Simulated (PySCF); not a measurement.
# One shape, several levels: GeH4O4 (Ge(OH)4)

Aim: a comparison of 6 runs (HF/STO-3G, B3LYP/6-31G*, PBE0/pcseg-1, PBE0/def2-SVP, BP86/6-311G**) of GeH4O4 (Ge(OH)4). The job is set up through a Python script.

The calculation is run with PySCF 2.14.0.

**1. Starting point**

The species is GeH4O4 (9 atoms), meant as a singlet with charge 0. As SMILES, `[OH][Ge]([OH])([OH])[OH]`. Geometry: a GFN2-xTB relaxation, a rough one for these elements and not checked as a minimum. This is one conformer, not always the lowest.

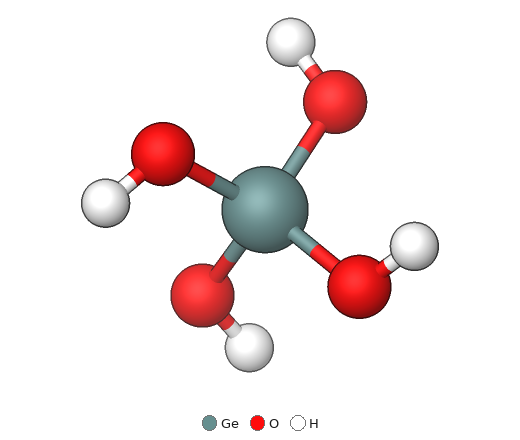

The structure, seen from a chosen angle (germanium teal, oxygen red, hydrogen white).

**2. Energy and forces at HF/STO-3G (run 1)**

Input file input.py:

```python
import pyscf.grad
from pyscf import gto

mol = gto.Mole()
mol.atom = '''
Ge   0.000740  -0.001210   0.001330
O   -0.010760   0.061760   1.721720
H   -0.836290   0.325520   2.122330
O    1.648320  -0.015110  -0.498290
H    2.232440   0.568150  -0.017800
O   -0.890770   1.358990  -0.564320
H   -1.188560   1.313620  -1.470610
O   -0.742590  -1.408730  -0.652960
H   -0.212520  -2.202990  -0.641410
'''
mol.verbose = 4
mol.spin = 0
mol.max_memory = 1860
mol.basis = 'sto-3g'
mol.build()

calc0 = mol.RHF()
calc0.conv_tol = 1e-10
calc0.kernel()
if not calc0.converged:
    calc0 = calc0.newton().run(calc0.mo_coeff, calc0.mo_occ)

energy = calc0.e_tot
print('E = %.10f Eh' % energy)
grad = calc0.Gradients().kernel()
calc0.analyze()
```

Launch:

```
$ OMP_NUM_THREADS=1 python input.py
```

Output:

```text
PySCF version 2.14.0

[... 77 lines left out ...]
One-electron Energy =                -4194.597941758544039
[... 10 lines left out ...]
MO #6   energy= -20.1776039984678  occ= 2
[... 8 lines left out ...]
MO #15  energy= -1.23570619959528  occ= 2
[... 8 lines left out ...]
MO #24  energy= -0.579503559051937 occ= 2
[... 8 lines left out ...]
MO #33  energy= -0.350323467014393 occ= 2
[... 8 lines left out ...]
MO #42  energy= 0.75349735938128   occ= 0
[... 54 lines left out ...]
Dipole moment(X, Y, Z, Debye): -0.01360,  0.00410, -0.02107
```

Wall time 8.8 s (1 thread of Intel Xeon at 2.50GHz (Skylake/Cascade Lake), shared host); peak memory 0.12 GiB.

**3. Energy and forces at B3LYP/6-31G(d) (spherical functions) (run 2)**

Input file geometry.xyz:

```xyz
9
GeH4O4
Ge     0.000740    -0.001210     0.001330
O     -0.010760     0.061760     1.721720
H     -0.836290     0.325520     2.122330
O      1.648320    -0.015110    -0.498290
H      2.232440     0.568150    -0.017800
O     -0.890770     1.358990    -0.564320
H     -1.188560     1.313620    -1.470610
O     -0.742590    -1.408730    -0.652960
H     -0.212520    -2.202990    -0.641410
```

Input file input.py:

```python
# Ge(OH)4
from pyscf import gto, dft

mol = gto.M(
    atom='geometry.xyz',
    basis='6-31g*',
    max_memory=1860,
    verbose=3,
)

calc0 = dft.RKS(mol, xc='b3lyp')
calc0.conv_tol = 1e-10
calc0.grids.level = 5
calc0.kernel()
if not calc0.converged:
    calc0 = calc0.newton().run(calc0.mo_coeff, calc0.mo_occ)

e_final = calc0.e_tot
print('E = %.10f Eh' % e_final)
grad = calc0.nuc_grad_method().kernel()
dip = calc0.dip_moment()
pop, q = calc0.mulliken_pop()
```

Launch:

```
$ OMP_NUM_THREADS=1 python input.py
```

Output:

```text
converged SCF energy = -2380.12111596149
[... 9 lines left out ...]
Dipole moment(X, Y, Z, Debye): -0.01684,  0.00660, -0.02504
[... 106 lines left out ...]
charge of    8H =      0.43531
```

It took 81 s on 1 thread of Intel Xeon at 2.50GHz (Skylake/Cascade Lake), shared host; peak memory 0.95 GiB.

Run 3 isn't shown in full; the table further down has it.

**4. Energy and gradient at PBE0/pcseg-1 (run 4)**

Input file input.xyz:

```xyz
9

Ge     0.000740    -0.001210     0.001330
O     -0.010760     0.061760     1.721720
H     -0.836290     0.325520     2.122330
O      1.648320    -0.015110    -0.498290
H      2.232440     0.568150    -0.017800
O     -0.890770     1.358990    -0.564320
H     -1.188560     1.313620    -1.470610
O     -0.742590    -1.408730    -0.652960
H     -0.212520    -2.202990    -0.641410
```

Input file calc.py:

```python
# Ge(OH)4
from pyscf import gto, dft

mol = gto.M(
    atom='input.xyz',
    max_memory=1860,
    verbose=3,
    charge=0,
    basis='pcseg-1',
)

mf = dft.RKS(mol)
mf.xc = 'pbe0'
mf.grids.level = 5
mf.conv_tol = 1e-10
mf.kernel()
if not mf.converged:
    mf = mf.newton().run(mf.mo_coeff, mf.mo_occ)

e_final = mf.e_tot
print('E(%s) = %.9f' % ('PBE0', e_final))
grad = mf.nuc_grad_method().kernel()
mf.analyze()
```

Launch:

```
$ OMP_NUM_THREADS=1 python calc.py
```

Output:

```text
converged SCF energy = -2379.50938454369
[... 22 lines left out ...]
MO #13  energy= -4.5075076614184   occ= 2
[... 17 lines left out ...]
MO #31  energy= -0.358743432328032 occ= 2
[... 17 lines left out ...]
MO #49  energy= 0.558819464097567  occ= 0
[... 17 lines left out ...]
MO #67  energy= 1.17218186343472   occ= 0
[... 17 lines left out ...]
MO #85  energy= 2.4136506800784    occ= 0
[... 17 lines left out ...]
MO #103 energy= 3.54858689083716   occ= 0
[... 10 lines left out ...]
Dipole moment(X, Y, Z, Debye): -0.01642,  0.00577, -0.02484
```

Run time: 1.9 min. Hardware: 1 thread of Intel Xeon at 2.50GHz (Skylake/Cascade Lake), shared host; peak memory 1 GiB.

Run 5 isn't shown in full; the table further down has it.

**5. Energy and gradient at BP86/6-311G(d,p) (run 6)**

Input file run.py:

```python
# Ge(OH)4
from pyscf import gto, dft

system = gto.M(
    atom='''
Ge     0.001398    -0.002287     0.002513
O     -0.020333     0.116709     3.253579
H     -1.580359     0.615144     4.010622
O      3.114873    -0.028554    -0.941632
H      4.218700     1.073648    -0.033637
O     -1.683311     2.568119    -1.066410
H     -2.246053     2.482382    -2.779050
O     -1.403292    -2.662114    -1.233916
H     -0.401605    -4.163048    -1.212089
''',
    unit='bohr',
    verbose=3,
    basis='6-311g**',
    max_memory=1860,
)

mf = dft.RKS(system, xc='bp86')
mf.conv_tol = 1e-10
mf.grids.level = 5
mf.kernel()
if not mf.converged:
    mf = mf.newton().run(mf.mo_coeff, mf.mo_occ)

e_final = mf.e_tot
print(f'total energy: {e_final:.8f} hartree')
grad = mf.nuc_grad_method().kernel()
mf.analyze()
```

Launch:

```
$ OMP_NUM_THREADS=1 python run.py
```

Output:

```text
converged SCF energy = -2380.72536939614
[... 29 lines left out ...]
MO #20  energy= -0.903986462110781 occ= 2
[... 23 lines left out ...]
MO #44  energy= 0.201698889318678  occ= 0
[... 23 lines left out ...]
MO #68  energy= 0.955913407208443  occ= 0
[... 23 lines left out ...]
MO #92  energy= 2.38703914245869   occ= 0
[... 23 lines left out ...]
MO #116 energy= 4.33410855443617   occ= 0
[... 23 lines left out ...]
MO #140 energy= 841.862446698051   occ= 0
[... 10 lines left out ...]
Dipole moment(X, Y, Z, Debye): -0.01588,  0.00600, -0.02407
```

It took 2.4 min on 1 thread of Intel Xeon at 2.50GHz (Skylake/Cascade Lake), shared host; peak memory 1.6 GiB.

**6. Overview of the runs**

```csv
run,level,integration grid,Cartesian functions,energy (Eh),dipole moment (D),HOMO energy (eV),LUMO energy (eV),wall time
1,HF/STO-3G,–,no,-2349.498189,0.03,-9.21,10.81,8.8 s
2,B3LYP/6-31G* (spherical functions),5,no,-2380.121116,0.03,-8.47,0.03,81 s
3,B3LYP/6-31G* (Cartesian functions),5,yes,-2380.135465,0.03,-8.47,-0.01,2.2 min
4,PBE0/pcseg-1,5,no,-2379.509385,0.03,-9.15,0.06,1.9 min
5,PBE0/def2-SVP,5,no,-2379.329865,0.03,-8.84,0.49,1.8 min
6,BP86/6-311G**,5,no,-2380.725369,0.03,-7.27,-0.85,2.4 min
```

**7. What came out**

| quantity | value |
| --- | --- |
| run 6: total energy | -2380.72537 Eh |
| run 6: dipole moment | 0.03 D |
| run 6: HOMO energy | -7.27 eV |
| run 6: LUMO energy | -0.85 eV |
| run 6: HOMO–LUMO gap | 6.42 eV |
| run 6: largest force on an atom | 1.773 eV/Å |

What this shows: The HOMO–LUMO gap runs from 6.42 eV (BP86/6-311G**) to 20.02 eV (HF/STO-3G). The two ends differ in method and basis. Totals of different functionals can't be ranked against each other. In run 1 the basis is minimal, so the values are rough. All runs together took 9.8 min, the longest 2.4 min.
